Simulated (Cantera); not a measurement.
Feed: 1 mol Si, 12 mol HBr, 35 mol N2, at 36000 Pa.

Equilibrium computed with Cantera from the NASA thermochemical tables; the gas is ideal and each condensed phase is pure. Candidate condensed phases: Br2, Si, Si3N4; 28 gas species. N2 is the only nitrogen source here; it is nearly inert below about 1500 K, so the nitride shown seldom forms there in practice. The tables' values for SiBr3 are old estimates; treat these amounts as uncertain. The numbers say what is thermodynamically allowed, not how fast it happens.

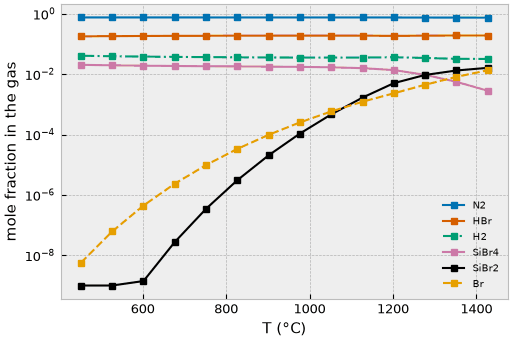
Figure: Equilibrium gas composition (values under 1e-9 drawn at 1e-9)

### Question
Read off the mole fractions at 827 °C.

### Answer
N2 about 0.76, HBr about 0.19, H2 about 0.036, SiBr4 about 0.018, Br about 3.4e-5, SiBr2 about 3.1e-6.
